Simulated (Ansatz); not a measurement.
**Geometry relaxation of AlSi2N2H9 (part 2 of 2)**

Continued. System: AlSi2N2H9. Method: RKS PBE-D4/6-31G* (Ansatz 0.2.0). It belongs to a series of runs on one base structure; here: end point B relaxed.

Geometry of the input (Å):
```
N  -1.8369  1.6812  0.4831
Si -0.9893  0.2147  0.8174
N  0.5993  0.2780  0.0302
Al 0.4722  0.0753  -1.8482
Si 1.5599  -1.1518  0.6045
H  -1.9977  2.2513  1.3629
H  -2.8142  1.4609  0.1431
H  -1.7120  -0.9238  0.3223
H  -0.8225  0.1111  2.3177
H  0.9278  1.1932  -2.8207
H  -0.3451  -1.2341  -2.3929
H  1.7633  -1.0439  2.0950
H  2.8319  -1.1416  -0.0362
H  0.8117  -2.3765  0.3213
```

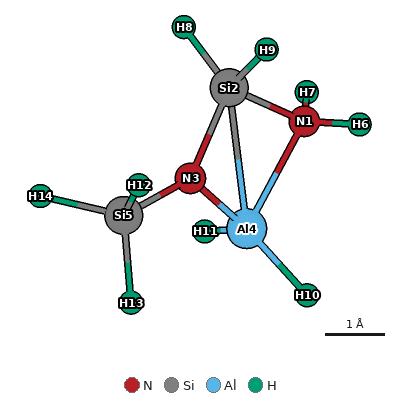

Fig. 1: The geometry at step 13 of the log (ball-and-stick view, seen at a tilt; atoms are numbered from 1 in the order of the input).

Trajectory as extended XYZ, continued:
```
14
Properties=species:S:1:pos:R:3:forces:R:3 step=5 energy=-25463.56820
N    -1.8477    1.5260    0.2203    0.1018   0.1068   0.0528
Si   -1.0763    0.1030    0.9423    0.0105  -0.0981  -0.0122
N     0.4564   -0.0369    0.1365   -0.0191  -0.0552  -0.0481
Al    0.2373    0.2812   -1.6778   -0.1505   0.0763   0.1050
Si    1.6305   -1.2321    0.6290    0.0486  -0.0643   0.0326
H    -1.6892    2.4309    0.6938    0.0514  -0.3079  -0.3424
H    -2.8528    1.4212    0.0498    0.0575   0.0239  -0.0217
H    -2.0395   -1.0113    0.6145   -0.0059   0.0484   0.0873
H    -0.8621    0.1636    2.4291   -0.0238   0.0221   0.0067
H     1.0218    1.4371   -2.4615   -0.0219   0.0282   0.1122
H    -0.5302   -0.8864   -2.4810   -0.0795   0.1627  -0.0086
H     2.0257   -1.0595    2.0684    0.0337   0.0373  -0.0207
H     2.8515   -1.0951   -0.2493   -0.0792  -0.0108   0.0567
H     1.1231   -2.6477    0.4856    0.0763   0.0305   0.0004
14
Properties=species:S:1:pos:R:3:forces:R:3 step=6 energy=-25463.72180
N    -1.8053    1.4674    0.1454    0.0984   0.1416  -0.1180
Si   -1.0801    0.0651    0.9653   -0.0320  -0.0694   0.0827
N     0.4366   -0.0945    0.1590    0.0808  -0.0598  -0.0664
Al    0.1597    0.3409   -1.6269   -0.2581   0.0941   0.1193
Si    1.6460   -1.2502    0.6413    0.1272  -0.0335  -0.0210
H    -1.5949    2.4050    0.5252    0.0448  -0.3390  -0.2445
H    -2.8196    1.3986    0.0023    0.1110   0.0226  -0.0689
H    -2.0755   -1.0276    0.6783   -0.0282   0.0113   0.0868
H    -0.8814    0.1853    2.4509   -0.0480   0.0416   0.0002
H     1.0031    1.4856   -2.3664   -0.0340   0.0496   0.1206
H    -0.6293   -0.7695   -2.4908   -0.0851   0.1704   0.0313
H     2.0638   -1.0442    2.0703    0.0062  -0.0128  -0.0069
H     2.8495   -1.0938   -0.2509   -0.0284   0.0132   0.0298
H     1.1759   -2.6740    0.4966    0.0454  -0.0297   0.0550
14
Properties=species:S:1:pos:R:3:forces:R:3 step=7 energy=-25463.92474
N    -1.7497    1.4046    0.0552    0.2113   0.2589  -0.2293
Si   -1.0836    0.0293    0.9904    0.0326  -0.1109   0.1450
N     0.4209   -0.1538    0.1828    0.1251  -0.1052  -0.0607
Al    0.0631    0.4108   -1.5633   -0.3806   0.1189   0.1717
Si    1.6705   -1.2715    0.6459    0.0949   0.0003  -0.0240
H    -1.4992    2.3620    0.3601    0.0113  -0.4224  -0.1522
H    -2.7680    1.3735   -0.0787    0.1203   0.0016  -0.1528
H    -2.1133   -1.0408    0.7460   -0.0277   0.0165   0.0853
H    -0.9106    0.2221    2.4731   -0.0761   0.0757  -0.0392
H     0.9663    1.5423   -2.2594   -0.0705   0.0534   0.1380
H    -0.7418   -0.6429   -2.4839   -0.0729   0.1591   0.0579
H     2.1010   -1.0481    2.0692    0.0086  -0.0157   0.0000
H     2.8578   -1.0866   -0.2589   -0.0168   0.0148   0.0198
H     1.2349   -2.7067    0.5211    0.0404  -0.0450   0.0402
14
Properties=species:S:1:pos:R:3:forces:R:3 step=8 energy=-25464.19135
N    -1.6700    1.3363   -0.0500    0.2286   0.4192  -0.2427
Si   -1.0862   -0.0075    1.0196    0.1170  -0.1697   0.1858
N     0.4046   -0.2246    0.2083    0.1092  -0.1574  -0.0220
Al   -0.0558    0.4846   -1.4813   -0.3876   0.0970   0.1372
Si    1.6989   -1.2986    0.6498    0.0606   0.0059  -0.0702
H    -1.3961    2.3045    0.2042   -0.0541  -0.4572  -0.0160
H    -2.6854    1.3389   -0.2181    0.1559  -0.0303  -0.2091
H    -2.1589   -1.0478    0.8227    0.0013   0.0655   0.0755
H    -0.9513    0.2839    2.4927   -0.0939   0.1039  -0.1063
H     0.8966    1.6162   -2.1234   -0.1112   0.0299   0.1488
H    -0.8719   -0.5055   -2.4615   -0.0296   0.1047   0.0562
H     2.1474   -1.0579    2.0662   -0.0010  -0.0145  -0.0034
H     2.8674   -1.0784   -0.2719   -0.0358   0.0128   0.0331
H     1.3090   -2.7501    0.5423    0.0406  -0.0097   0.0331
14
Properties=species:S:1:pos:R:3:forces:R:3 step=9 energy=-25464.31029
N    -1.5784    1.3034   -0.1298   -0.6564   0.2824   0.2170
Si   -1.0757   -0.0386    1.0389    0.1192  -0.1321   0.2077
N     0.3973   -0.2872    0.2175   -0.0871  -0.1019   0.0191
Al   -0.1858    0.5381   -1.4073    0.5684  -0.1312  -0.4466
Si    1.7270   -1.3214    0.6355   -0.0448  -0.0195   0.0439
H    -1.3401    2.2581    0.1736    0.0505  -0.0856   0.0080
H    -2.5812    1.3089   -0.3776    0.2264  -0.0365  -0.0697
H    -2.1921   -1.0374    0.8750    0.0108   0.0626   0.0579
H    -0.9949    0.3634    2.4916   -0.0610   0.0882  -0.1557
H     0.8045    1.6661   -2.0025   -0.1147   0.0305   0.0923
H    -0.9387   -0.4449   -2.4418   -0.1115   0.0763   0.0615
H     2.1661   -1.0708    2.0549    0.0378   0.0022  -0.0193
H     2.8819   -1.0629   -0.2891   -0.0241  -0.0197   0.0177
H     1.3586   -2.7807    0.5608    0.0865  -0.0158  -0.0337
14
Properties=species:S:1:pos:R:3:forces:R:3 step=10 energy=-25464.35734
N    -1.6256    1.3026   -0.1381    0.1080  -0.2341   0.0444
Si   -1.0838   -0.0232    1.0587   -0.0360   0.1222  -0.0057
N     0.3547   -0.4151    0.2210   -0.4066   0.3317  -0.0972
Al   -0.1401    0.5358   -1.3817    0.1670  -0.0913  -0.0526
Si    1.7365   -1.3794    0.6225    0.0640  -0.0609   0.0404
H    -1.4514    2.2747    0.1625   -0.1585  -0.2388  -0.0867
H    -2.5904    1.2072   -0.4986    0.3134   0.1533   0.1765
H    -2.2352   -0.9894    0.9908    0.0303   0.0118   0.1242
H    -0.9603    0.5551    2.4472   -0.0223  -0.0782  -0.1106
H     0.8582    1.6921   -1.8656    0.0313   0.0597   0.0333
H    -0.9522   -0.3341   -2.4599   -0.0498  -0.0085  -0.0489
H     2.2007   -1.1098    2.0323   -0.0053  -0.0048  -0.0409
H     2.8608   -1.0605   -0.3240   -0.0431   0.0074   0.0259
H     1.4765   -2.8620    0.5324    0.0077   0.0304  -0.0019
14
Properties=species:S:1:pos:R:3:forces:R:3 step=11 energy=-25464.37640
N    -1.6011    1.2645   -0.1518   -0.0312  -0.0256  -0.0736
Si   -1.0862   -0.0223    1.0553   -0.1444   0.0360   0.1656
N     0.3332   -0.4123    0.2030    0.1700  -0.1327  -0.1160
Al   -0.1039    0.5150   -1.4160   -0.1601   0.1344   0.1638
Si    1.7137   -1.3771    0.6221    0.0614  -0.0258   0.0055
H    -1.4311    2.2330    0.1427   -0.0610  -0.0023  -0.0031
H    -2.5631    1.1849   -0.4976   -0.0378   0.0849  -0.0137
H    -2.2323   -0.9999    1.0825    0.0513   0.0297  -0.0077
H    -0.9491    0.5750    2.4286    0.0461  -0.0145  -0.0253
H     0.8590    1.7430   -1.8117    0.0248  -0.0907  -0.0398
H    -0.9749   -0.2999   -2.5006    0.1164  -0.0080  -0.0447
H     2.1797   -1.0958    2.0272   -0.0221  -0.0077  -0.0078
H     2.8388   -1.0528   -0.3190   -0.0100  -0.0026  -0.0076
H     1.4658   -2.8614    0.5349   -0.0037   0.0249   0.0044
14
Properties=species:S:1:pos:R:3:forces:R:3 step=12 energy=-25464.37025 accepted=F
N    -1.6113    1.2674   -0.1349   -0.0627  -0.1139  -0.0671
Si   -1.0862   -0.0537    1.0502    0.4128  -0.0647  -0.1804
N     0.2515   -0.5526    0.0862   -0.2479   0.1976   0.3577
Al   -0.1518    0.5209   -1.4336    0.1080  -0.0817  -0.1438
Si    1.6942   -1.3699    0.6075   -0.0904  -0.1359  -0.0112
H    -1.4369    2.2320    0.1709    0.0031  -0.0265   0.0177
H    -2.5798    1.2089   -0.4713   -0.0036   0.0261   0.0216
H    -2.2719   -0.9658    1.1964    0.0017   0.0417  -0.0200
H    -0.7604    0.5512    2.3887   -0.0556  -0.0013  -0.0304
H     0.9095    1.6845   -1.7764   -0.0548   0.0009   0.0265
H    -0.9362   -0.2491   -2.6146   -0.0396   0.1019   0.0201
H     2.0015   -1.0157    2.0414    0.0472  -0.0173  -0.0258
H     2.8651   -0.9937   -0.2578   -0.0566   0.0415   0.0170
H     1.5612   -2.8704    0.5467    0.0383   0.0315   0.0181
14
Properties=species:S:1:pos:R:3:forces:R:3 step=13 energy=-25464.39218
N    -1.6243    1.2511   -0.1595    0.0049   0.0010  -0.0078
Si   -1.0881   -0.0118    1.0730    0.0445  -0.0383   0.0019
N     0.3149   -0.4367    0.1990   -0.0228  -0.0096  -0.0054
Al   -0.1037    0.5321   -1.4004   -0.0411  -0.0060   0.0475
Si    1.7057   -1.3909    0.6116    0.0014   0.0214  -0.0309
H    -1.4822    2.2255    0.1300   -0.0233   0.0130   0.0013
H    -2.5835    1.1562   -0.5094   -0.0373   0.0174  -0.0141
H    -2.2333   -0.9840    1.1505    0.0156   0.0154   0.0071
H    -0.9068    0.6217    2.4235    0.0050   0.0108  -0.0135
H     0.8814    1.7502   -1.7674    0.0017  -0.0288  -0.0007
H    -0.8887   -0.2837   -2.5487    0.0472   0.0203  -0.0001
H     2.1776   -1.1024    2.0122   -0.0013  -0.0049   0.0053
H     2.8140   -1.0583   -0.3457    0.0101  -0.0118   0.0058
H     1.4653   -2.8751    0.5309   -0.0047   0.0000   0.0036
14
Properties=species:S:1:pos:R:3:forces:R:3 step=14 energy=-25464.39661
N    -1.6443    1.2363   -0.1682    0.0131  -0.0102   0.0002
Si   -1.0831   -0.0007    1.0844    0.0233  -0.0014  -0.0192
N     0.3030   -0.4486    0.1975   -0.0021  -0.0113   0.0182
Al   -0.0945    0.5434   -1.3876   -0.0165   0.0066   0.0132
Si    1.6976   -1.4026    0.5969   -0.0145  -0.0048   0.0252
H    -1.5370    2.2172    0.1149   -0.0115   0.0016  -0.0015
H    -2.5976    1.1114   -0.5268   -0.0068   0.0011  -0.0023
H    -2.2215   -0.9730    1.2166    0.0019  -0.0018   0.0053
H    -0.8796    0.6814    2.4070    0.0027   0.0089   0.0025
H     0.8964    1.7660   -1.7098    0.0093   0.0180  -0.0035
H    -0.8226   -0.2584   -2.5764   -0.0026  -0.0037  -0.0237
H     2.1809   -1.1133    1.9941    0.0036  -0.0041  -0.0050
H     2.8017   -1.0793   -0.3677    0.0006   0.0005  -0.0062
H     1.4491   -2.8859    0.5246   -0.0006   0.0008  -0.0031
14
Properties=species:S:1:pos:R:3:forces:R:3 step=15 energy=-25464.39836
N    -1.6638    1.2181   -0.1797   -0.0010   0.0293   0.0158
Si   -1.0768    0.0154    1.0976   -0.0117  -0.0042   0.0001
N     0.2962   -0.4540    0.2036    0.0012   0.0094   0.0081
Al   -0.0802    0.5584   -1.3742   -0.0062  -0.0043  -0.0259
Si    1.6878   -1.4186    0.5883   -0.0116  -0.0054   0.0081
H    -1.5970    2.2065    0.0939   -0.0054  -0.0463  -0.0151
H    -2.6089    1.0569   -0.5489    0.0440  -0.0073   0.0172
H    -2.2031   -0.9639    1.2852    0.0160   0.0170   0.0009
H    -0.8569    0.7476    2.3928   -0.0102  -0.0051  -0.0251
H     0.9055    1.7973   -1.6543   -0.0075   0.0177   0.0082
H    -0.7545   -0.2318   -2.6045   -0.0051   0.0024   0.0092
H     2.1954   -1.1327    1.9779   -0.0018  -0.0074  -0.0110
H     2.7799   -1.1060   -0.3940    0.0017   0.0028   0.0006
H     1.4250   -2.8993    0.5159   -0.0023   0.0013   0.0089
14
Properties=species:S:1:pos:R:3:forces:R:3 step=16 energy=-25464.39903
N    -1.6690    1.2103   -0.1840   -0.0157   0.0430   0.0108
Si   -1.0721    0.0220    1.1015   -0.0174   0.0005   0.0038
N     0.2980   -0.4516    0.2057    0.0098   0.0088  -0.0040
Al   -0.0743    0.5664   -1.3705   -0.0071  -0.0035  -0.0256
Si    1.6847   -1.4260    0.5837   -0.0157  -0.0038   0.0244
H    -1.6194    2.2010    0.0855   -0.0010  -0.0520  -0.0172
H    -2.6100    1.0332   -0.5567    0.0467  -0.0076   0.0185
H    -2.1926   -0.9602    1.3073    0.0185   0.0133   0.0018
H    -0.8515    0.7744    2.3851   -0.0083  -0.0115  -0.0242
H     0.8992    1.8201   -1.6332   -0.0113   0.0051   0.0050
H    -0.7302   -0.2251   -2.6113    0.0031   0.0104   0.0198
H     2.2013   -1.1457    1.9707    0.0028   0.0022  -0.0066
H     2.7750   -1.1201   -0.4032   -0.0047  -0.0054   0.0003
H     1.4091   -2.9047    0.5189    0.0002   0.0006  -0.0069
14
Properties=species:S:1:pos:R:3:forces:R:3 step=17 energy=-25464.39995
N    -1.6783    1.1969   -0.1922   -0.0474   0.0610  -0.0006
Si   -1.0631    0.0364    1.1082   -0.0319   0.0062   0.0313
N     0.3077   -0.4370    0.2153    0.0379  -0.0030  -0.0287
Al   -0.0618    0.5839   -1.3620    0.0033   0.0038  -0.0154
Si    1.6785   -1.4397    0.5801   -0.0081   0.0069   0.0019
H    -1.6609    2.1915    0.0683    0.0017  -0.0676  -0.0207
H    -2.6105    0.9880   -0.5713    0.0578   0.0012   0.0223
H    -2.1674   -0.9574    1.3418    0.0135   0.0053  -0.0010
H    -0.8516    0.8207    2.3740   -0.0017  -0.0130  -0.0193
H     0.8819    1.8671   -1.6020   -0.0174  -0.0209   0.0028
H    -0.6830   -0.2170   -2.6156    0.0119   0.0165   0.0270
H     2.2218   -1.1681    1.9587   -0.0050  -0.0018  -0.0084
H     2.7627   -1.1582   -0.4215   -0.0113  -0.0039   0.0063
H     1.3724   -2.9131    0.5178   -0.0031   0.0095   0.0025
14
Properties=species:S:1:pos:R:3:forces:R:3 step=18 energy=-25464.40039
N    -1.6837    1.1893   -0.1961   -0.0510   0.0568  -0.0029
Si   -1.0569    0.0441    1.1116   -0.0262   0.0006   0.0293
N     0.3160   -0.4250    0.2198    0.0424  -0.0025  -0.0362
Al   -0.0543    0.5967   -1.3572    0.0065   0.0005  -0.0030
Si    1.6752   -1.4458    0.5770   -0.0182   0.0025   0.0103
H    -1.6855    2.1853    0.0587   -0.0011  -0.0613  -0.0158
H    -2.6097    0.9607   -0.5790    0.0555   0.0085   0.0200
H    -2.1489   -0.9597    1.3579    0.0078   0.0041  -0.0012
H    -0.8514    0.8427    2.3688   -0.0012  -0.0076  -0.0119
H     0.8729    1.8929   -1.5897   -0.0143  -0.0190   0.0037
H    -0.6570   -0.2096   -2.6146    0.0073   0.0089   0.0123
H     2.2312   -1.1807    1.9517    0.0019   0.0032  -0.0080
H     2.7560   -1.1823   -0.4331   -0.0121  -0.0066   0.0084
H     1.3446   -2.9146    0.5238    0.0026   0.0119  -0.0050
14
Properties=species:S:1:pos:R:3:forces:R:3 step=19 energy=-25464.40075
N    -1.6883    1.1830   -0.1996   -0.0460   0.0144  -0.0055
Si   -1.0506    0.0507    1.1145   -0.0152   0.0123   0.0088
N     0.3262   -0.4109    0.2237    0.0212  -0.0130  -0.0173
Al   -0.0467    0.6087   -1.3526    0.0065   0.0191   0.0156
Si    1.6706   -1.4522    0.5762   -0.0040  -0.0011  -0.0068
H    -1.7106    2.1791    0.0510    0.0015  -0.0410  -0.0105
H    -2.6065    0.9344   -0.5878    0.0378   0.0143   0.0174
H    -2.1298   -0.9644    1.3703    0.0051   0.0035   0.0001
H    -0.8531    0.8631    2.3633   -0.0006  -0.0060  -0.0011
H     0.8583    1.9209   -1.5731    0.0026  -0.0070  -0.0048
H    -0.6283   -0.2016   -2.6150   -0.0008  -0.0036  -0.0036
H     2.2482   -1.1855    1.9414   -0.0038  -0.0042  -0.0020
H     2.7458   -1.2162   -0.4460   -0.0079  -0.0015   0.0022
H     1.3131   -2.9152    0.5333    0.0037   0.0139   0.0076
14
Properties=species:S:1:pos:R:3:forces:R:3 step=20 energy=-25464.40088
N    -1.6942    1.1777   -0.2015   -0.0106   0.0092  -0.0007
Si   -1.0470    0.0547    1.1160   -0.0056  -0.0060  -0.0030
N     0.3313   -0.4027    0.2240    0.0017  -0.0030   0.0069
Al   -0.0409    0.6222   -1.3481    0.0081  -0.0110  -0.0037
Si    1.6672   -1.4553    0.5742    0.0022  -0.0067  -0.0074
H    -1.7316    2.1732    0.0470   -0.0027  -0.0172  -0.0009
H    -2.6067    0.9154   -0.5931    0.0231   0.0100   0.0073
H    -2.1173   -0.9677    1.3794    0.0030   0.0026  -0.0014
H    -0.8534    0.8729    2.3613   -0.0004   0.0026  -0.0011
H     0.8613    1.9362   -1.5663   -0.0055   0.0045   0.0043
H    -0.6085   -0.1918   -2.6145   -0.0057   0.0005  -0.0069
H     2.2587   -1.1861    1.9329   -0.0006   0.0004  -0.0031
H     2.7361   -1.2402   -0.4592   -0.0070   0.0011   0.0051
H     1.2935   -2.9146    0.5475    0.0002   0.0131   0.0045
14
Properties=species:S:1:pos:R:3:forces:R:3 step=21 energy=-25464.40098
N    -1.6925    1.1775   -0.2020    0.0040  -0.0091   0.0095
Si   -1.0469    0.0527    1.1146   -0.0032   0.0009  -0.0116
N     0.3322   -0.4035    0.2228    0.0001  -0.0012   0.0031
Al   -0.0388    0.6224   -1.3487   -0.0131   0.0005  -0.0004
Si    1.6678   -1.4555    0.5748   -0.0018  -0.0069   0.0028
H    -1.7301    2.1721    0.0480   -0.0006   0.0044   0.0033
H    -2.6041    0.9162   -0.5948    0.0006   0.0023  -0.0022
H    -2.1166   -0.9703    1.3765    0.0007  -0.0001  -0.0017
H    -0.8542    0.8695    2.3607    0.0012   0.0031   0.0018
H     0.8575    1.9405   -1.5640    0.0054   0.0018   0.0015
H    -0.6123   -0.1863   -2.6161    0.0036  -0.0035  -0.0048
H     2.2621   -1.1807    1.9311    0.0047   0.0043  -0.0038
H     2.7334   -1.2466   -0.4630   -0.0033  -0.0017   0.0047
H     1.2909   -2.9137    0.5597    0.0018   0.0051  -0.0023
```

Results in brief:

| quantity | value |
| --- | --- |
| outcome | converged |
| total energy | −25464.4010 eV |
| mean-field energy | −25464.0169 eV |
| largest force (length of the vector) at the end | 0.014 eV/Å |
| hardware | 2 threads of Intel Xeon @ 2.90GHz (Ice Lake), 16 GiB of memory available, shared host |
| wall time | 50 s (CPU time 96 s) |
| peak memory | 0.18 GiB |
